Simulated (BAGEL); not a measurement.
**SiNH2Cl2O (SMILES N[Si]([O])(Cl)Cl): ROHF/cc-pVDZ (density fitting with qzvpp-jkfit)**

Aim: the vertical doublet–quartet gap of SiNH2Cl2O at ROHF/cc-pVDZ (density fitting with qzvpp-jkfit), from 2 runs. 

Program for the calculation: BAGEL 1.2.2.

5 further runs of the same task are left out: 5 that didn't finish.

## Step 1: Starting point

The species is SiNH2Cl2O (7 atoms), meant as a doublet with charge 0. SMILES: `N[Si]([O])(Cl)Cl`. The shape is that of a PBE0-D4/def2-TZVP optimisation. This is one conformer, not always the lowest.

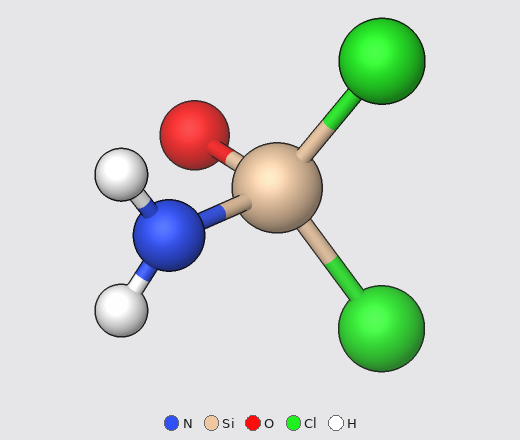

The structure, seen from a chosen angle (nitrogen blue, silicon light orange, oxygen red, chlorine green, hydrogen white).

## Step 2: The energy at ROHF/cc-pVDZ (density fitting with qzvpp-jkfit)

job.json reads:

```json
{ "bagel": [

{
  "title": "molecule",
  "basis": "cc-pvdz.json",
  "df_basis": "qzvpp-jkfit",
  "angstrom": true,
  "geometry": [
    { "atom": "N", "xyz": [       0.430000,      -0.083200,       0.976600 ] },
    { "atom": "Si", "xyz": [      -0.271600,       0.056200,      -0.572500 ] },
    { "atom": "O", "xyz": [       0.783100,      -0.791700,      -1.455700 ] },
    { "atom": "Cl", "xyz": [      -2.137300,      -0.738800,      -0.562700 ] },
    { "atom": "Cl", "xyz": [      -0.384500,       2.009200,      -1.107200 ] },
    { "atom": "H", "xyz": [       1.264300,       0.438800,       1.199800 ] },
    { "atom": "H", "xyz": [       0.377400,      -0.958600,       1.475900 ] }
  ]
},

{
  "title": "rohf",
  "nopen": 1
},

{
  "title": "print",
  "file": "orbitals.molden",
  "orbitals": true
}

]}
```

The basis set cc-pVDZ is read from a file made from the Basis Set Exchange's data (not shown).

The run is started by

```
$ BAGEL_NUM_THREADS=1 BAGEL job.json > job.out
```

Log:

```text
* using 1 threads per process

  ===============================================================
  ===============================================================

  *** Geometry ***

  { "atom" : "N", "xyz" : [      0.812582,     -0.157225,      1.845507 ] },
  { "atom" : "Si", "xyz" : [     -0.513250,      0.106203,     -1.081868 ] },
  { "atom" : "O", "xyz" : [      1.479845,     -1.496096,     -2.750874 ] },
  { "atom" : "Cl", "xyz" : [     -4.038912,     -1.396130,     -1.063349 ] },
  { "atom" : "Cl", "xyz" : [     -0.726600,      3.796838,     -2.092305 ] },
  { "atom" : "H", "xyz" : [      2.389181,      0.829212,      2.267293 ] },
  { "atom" : "H", "xyz" : [      0.713183,     -1.811491,      2.789047 ] },

  Number of auxiliary basis functions:      574

  Since a DF basis is specified, we compute 2- and 3-index integrals:
    o Being stored without compression. Storage requirement is 0.039 GB

  Number of basis functions:       92
  Number of electrons      :       65

    * METHOD: MOLECULE                             0.37

  *** Open-shell HF ***

  === Nuclear Repulsion ===
   364.1527286513

      * DIIS with orbital gradients will be used.

  === ROHF iteration (cc-pvdz.json) ===
      0      -1337.90042250          0.03853152           0.33
      1      -1337.84021733          0.04868153           0.33
      2      -1337.59394135          0.04496423           0.33
      3      -1338.47002313          0.01306635           0.33
      4      -1338.52714347          0.00461199           0.32
      5      -1338.53525245          0.00178830           0.32
      6      -1338.53744953          0.00055055           0.31
      7      -1338.53792615          0.00038592           0.30
      8      -1338.53813493          0.00029441           0.30
      9      -1338.53832535          0.00022395           0.30
     10      -1338.53851534          0.00010522           0.30
     11      -1338.53856019          0.00005930           0.30
     12      -1338.53856892          0.00003800           0.31
     13      -1338.53856902          0.00003100           0.31
     14      -1338.53857021          0.00002909           0.31
     15      -1338.53857196          0.00002780           0.32
     16      -1338.53857563          0.00002539           0.32
     17      -1338.53858213          0.00002005           0.32
     18      -1338.53858889          0.00001112           0.32
     19      -1338.53859286          0.00000729           0.32
     20      -1338.53859285          0.00000532           0.32
     21      -1338.53859298          0.00000324           0.32
     22      -1338.53859319          0.00000140           0.32
     23      -1338.53859313          0.00000113           0.32
     24      -1338.53859314          0.00000087           0.31
     25      -1338.53859310          0.00000069           0.31
     26      -1338.53859310          0.00000037           0.31
     27      -1338.53859313          0.00000017           0.31
     28      -1338.53859314          0.00000007           0.30
     29      -1338.53859314          0.00000003           0.29
     30      -1338.53859314          0.00000002           0.30
     31      -1338.53859314          0.00000001           0.30
     32      -1338.53859314          0.00000001           0.30
    * SCF iteration converged.

    * S^2 (ROHF) is 0.7500

    * Permanent dipole moment:
           (   -0.414411,     0.140307,    -0.624179) a.u.

    * METHOD: ROHF                                10.61

    * METHOD: PRINT                                0.02

  ===============================================================
```

Run time: 11 s. Hardware: 1 thread of Arm Neoverse V1, shared host; peak memory 0.16 GiB.

## Step 3: The quartet

calc.json reads:

```json
{ "bagel" : [

{
  "title" : "molecule",
  "basis" : "cc-pvdz.json",
  "df_basis" : "qzvpp-jkfit",
  "angstrom" : "true",
  "geometry" : [
    { "atom" : "N", "xyz" : [    0.430000,   -0.083200,    0.976600 ] },
    { "atom" : "Si", "xyz" : [   -0.271600,    0.056200,   -0.572500 ] },
    { "atom" : "O", "xyz" : [    0.783100,   -0.791700,   -1.455700 ] },
    { "atom" : "Cl", "xyz" : [   -2.137300,   -0.738800,   -0.562700 ] },
    { "atom" : "Cl", "xyz" : [   -0.384500,    2.009200,   -1.107200 ] },
    { "atom" : "H", "xyz" : [    1.264300,    0.438800,    1.199800 ] },
    { "atom" : "H", "xyz" : [    0.377400,   -0.958600,    1.475900 ] }
  ]
},
{
  "title" : "rohf",
  "nopen" : 3
},
{
  "title" : "print",
  "file" : "orbitals.molden",
  "orbitals" : "true"
}

]}
```

The basis set cc-pVDZ is read from a file made from the Basis Set Exchange's data (not shown).

The run is started by

```
$ BAGEL_NUM_THREADS=1 BAGEL calc.json > calc.out
```

Log:

```text
* using 1 threads per process

  ===============================================================
  ===============================================================

  *** Geometry ***

  { "atom" : "N", "xyz" : [      0.812582,     -0.157225,      1.845507 ] },
  { "atom" : "Si", "xyz" : [     -0.513250,      0.106203,     -1.081868 ] },
  { "atom" : "O", "xyz" : [      1.479845,     -1.496096,     -2.750874 ] },
  { "atom" : "Cl", "xyz" : [     -4.038912,     -1.396130,     -1.063349 ] },
  { "atom" : "Cl", "xyz" : [     -0.726600,      3.796838,     -2.092305 ] },
  { "atom" : "H", "xyz" : [      2.389181,      0.829212,      2.267293 ] },
  { "atom" : "H", "xyz" : [      0.713183,     -1.811491,      2.789047 ] },

  Number of auxiliary basis functions:      574

  Since a DF basis is specified, we compute 2- and 3-index integrals:
    o Being stored without compression. Storage requirement is 0.039 GB

  Number of basis functions:       92
  Number of electrons      :       65

    * METHOD: MOLECULE                             0.38

  *** Open-shell HF ***

  === Nuclear Repulsion ===
   364.1527286513

      * DIIS with orbital gradients will be used.

  === ROHF iteration (cc-pvdz.json) ===
      0      -1337.74158049          0.03216721           0.33
      1      -1337.52911208          0.04584988           0.32
      2      -1337.10874394          0.05082554           0.31
      3      -1338.15228408          0.01251056           0.30
      4      -1338.21567536          0.00590412           0.31
      5      -1338.24051730          0.00376283           0.31
      6      -1338.26505516          0.00202615           0.31
      7      -1338.27356597          0.00139835           0.32
      8      -1338.28273449          0.00077313           0.32
      9      -1338.28426183          0.00077287           0.32
     10      -1338.28526974          0.00037764           0.32
     11      -1338.28567477          0.00031954           0.32
     12      -1338.28590962          0.00013088           0.32
     13      -1338.28595255          0.00005644           0.32
     14      -1338.28595874          0.00002459           0.33
     15      -1338.28595780          0.00001120           0.33
     16      -1338.28595638          0.00000564           0.33
     17      -1338.28595568          0.00000269           0.33
     18      -1338.28595565          0.00000133           0.32
     19      -1338.28595557          0.00000082           0.32
     20      -1338.28595566          0.00000035           0.32
     21      -1338.28595564          0.00000024           0.31
     22      -1338.28595564          0.00000022           0.31
     23      -1338.28595564          0.00000021           0.31
     24      -1338.28595564          0.00000020           0.31
     25      -1338.28595564          0.00000020           0.32
     26      -1338.28595564          0.00000020           0.32
     27      -1338.28595564          0.00000019           0.32
     28      -1338.28595564          0.00000017           0.32
     29      -1338.28595564          0.00000015           0.32
     30      -1338.28595564          0.00000014           0.32
     31      -1338.28595564          0.00000014           0.32
     32      -1338.28595564          0.00000011           0.32
     33      -1338.28595564          0.00000011           0.32
     34      -1338.28595564          0.00000006           0.32
     35      -1338.28595564          0.00000003           0.32
     36      -1338.28595564          0.00000002           0.32
     37      -1338.28595564          0.00000002           0.32
     38      -1338.28595564          0.00000001           0.31
     39      -1338.28595564          0.00000001           0.32
     40      -1338.28595564          0.00000001           0.32
     41      -1338.28595564          0.00000001           0.31
     42      -1338.28595564          0.00000001           0.31
     43      -1338.28595564          0.00000001           0.31
     44      -1338.28595564          0.00000001           0.31
    * SCF iteration converged.

    * S^2 (ROHF) is 3.7500

    * Permanent dipole moment:
           (    0.358894,    -0.184654,     0.227254) a.u.

    * METHOD: ROHF                                14.59

    * METHOD: PRINT                                0.02

  ===============================================================
```

It took 15 s on 1 thread of Arm Neoverse V1, shared host; peak memory 0.16 GiB.

## Step 4: Results

Level: ROHF/cc-pVDZ (density fitting with qzvpp-jkfit).

```
                                        quantity           value
                           doublet: total energy  -1338.53859 Eh
                          doublet: dipole moment          1.94 D
                                   doublet: ⟨S²⟩           0.750
                           quartet: total energy  -1338.28596 Eh
                          quartet: dipole moment          1.18 D
                                   quartet: ⟨S²⟩           3.750
vertical energy of the quartet above the doublet        6.875 eV
```

At this shape the quartet lies 6.87 eV (663 kJ/mol) above the doublet.
